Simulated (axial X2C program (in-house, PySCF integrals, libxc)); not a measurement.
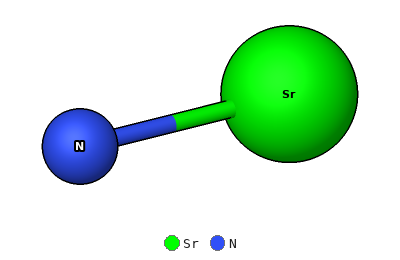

**Figure 1.** The molecule at the reference distance of 2.583 Å.

**Relativistic diatomic calculation for SrN**

SrN, single determinant with Ω = 3/2. Computed at this level: PBE0, two-component X2C with atomic mean-field Coulomb and Gaunt terms, Sr dyall-cv3z, N dyall-av3z (cores contracted) (axial X2C program (in-house, PySCF integrals, libxc)).

Results in brief:

```tsv
quantity	value
outcome	converged
hardware	2 CPU threads, shared host
wall time	35 s (CPU time 71 s)
```

Remarks:

Caveats: curve is not smooth near the minimum.

Input:
```
{"zs": [38, 7], "q": 0, "bas": ["dyall-cv3z", "dyall-av3z"], "levels": ["PBE0", "HF", "PBE50", "BP86", "PBEsol"], "cc": true, "r0": 2.17, "thr": -2.0, "nmax": 140}
```

The line is the task of a batch: nuclear charges, charge, bases, the levels to run, a first guess of the distance and further settings. This report covers PBE0 with spin-orbit coupling. The log is that of the reference distance 2.583 Å, started from orbitals converged before.

Launched within a batch (the task file carries these settings):
```bash
python <driver script> task.json out
```

Log:
```
two-component X2C + atomic mean field  PBE0
basis functions 190  fitting functions 973  grid points 5083
iter        total energy     max residual
   1      -3232.419399992     3.44e-06
   2      -3232.419399993     2.13e-06
converged
one-electron -4578.19548168  Coulomb 1404.97844284  exact exchange -27.63257765  xc functional -84.73083160  nuclear repulsion 54.49521413  atomic mean-field constant -1.33416603
```

The points of the curve:

```csv
R (Å),E (hartree),"dipole (D; origin at the first atom, positive when the second is positive)",highest filled (eV),lowest empty (eV)
2.166,−3232.407320,−7.83,−3.80,−2.09
2.247,−3232.403583,−8.16,−3.74,−2.17
2.350,−3232.417047,−4.21,−4.19,−2.00
2.428,−3232.413376,−4.57,−4.27,−2.07
2.506,−3232.421876,−4.44,−4.09,−2.13
2.583,−3232.419400,−4.59,−4.14,−2.19
2.673,−3232.415832,−4.70,−4.19,−2.24
2.764,−3232.411881,−4.75,−4.23,−2.28
2.880,−3232.406673,−4.70,−4.28,−2.31
3.022,−3232.400620,−4.50,−4.31,−2.33
3.229,−3232.393093,−4.07,−4.33,−2.34
3.513,−3232.385487,−3.41,−4.32,−2.34
3.874,−3232.379439,−2.60,−4.27,−2.33
```

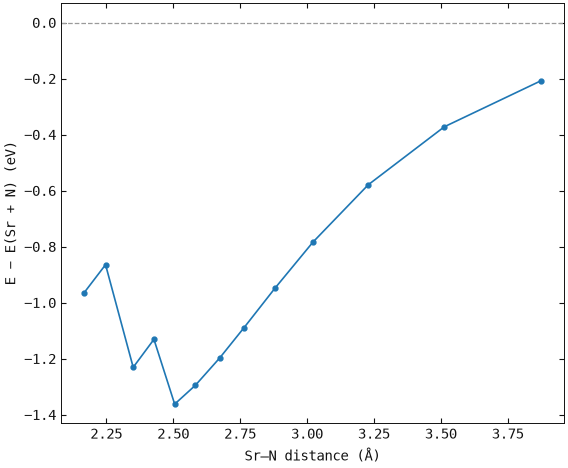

**Figure 2.** Energy at 13 bond lengths, for one set of occupations held fixed; the line joins the points. The lowest point is at 2.51 Å; the points are too few or too rough near it for spectroscopic constants. The lowest point lies 1.36 eV below Sr + N.

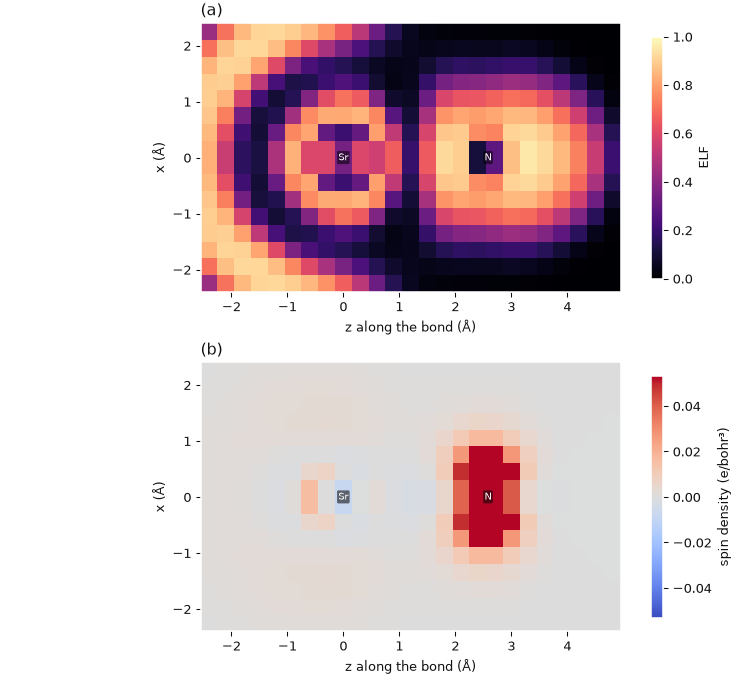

**Figure 3.** (a) electron localisation function; (b) spin density, in a plane that holds the axis, at 2.58 Å, on points 0.3 Å apart (one half computed, the other mirrored); the structure near the nuclei is finer than these points.

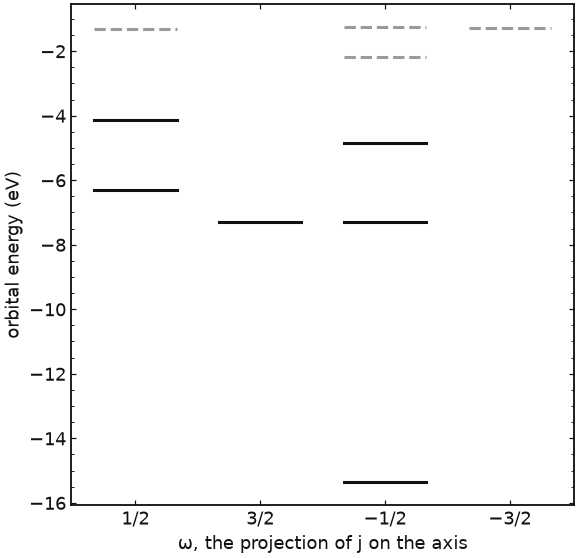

**Figure 4.** Orbital energies near the frontier at 2.58 Å, filled (solid) and empty (dashed). The highest filled spinor (1/2; 70 % Sr s, 13 % Sr p) lies at −4.14 eV, the lowest empty one (−1/2; 68 % Sr s, 12 % Sr p) at −2.19 eV.
